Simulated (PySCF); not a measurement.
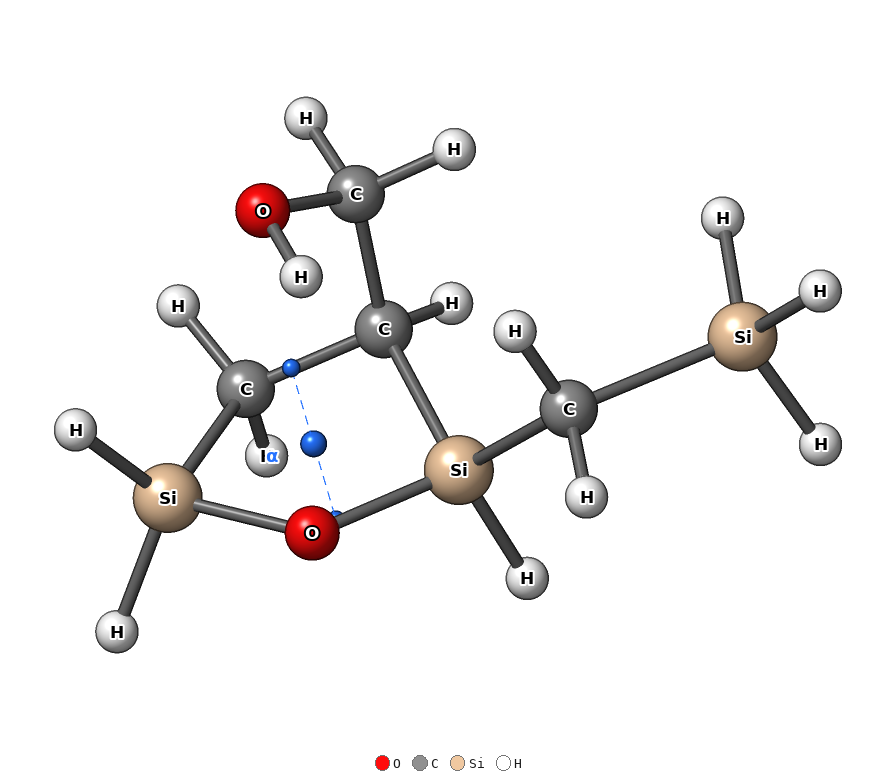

The small points mark where nucleus-independent chemical shifts (NICS) were computed: at the centre of each lettered ring and 1 Å above and below it. The geometry was computed by an optimisation with GFN2-xTB. No frequency run is at hand to confirm it as a minimum. Properties computed with GIAO PBE0/pcSseg-1 NMR shielding, non-relativistic, gas phase (PySCF 2.14.0).

Give NICS(0), NICS(1) and the out-of-plane component NICS(1)zz for each ring (means of the two sides).

```json
{"ring": "α", "members": "C2OSi2", "NICS(0)": "−5.3", "NICS(1)": "−3.2", "NICS(1)zz": "−6.0"}
```

Values in ppm.

What do the values say about the ring currents?

Ring α: weak, as in a non-aromatic ring. NICS is one index among several.

The geometry is semi-empirical. Around Si such bond lengths and angles can be off by a tenth of an ångström or more and by several degrees, and values that hang on the shape move with them.
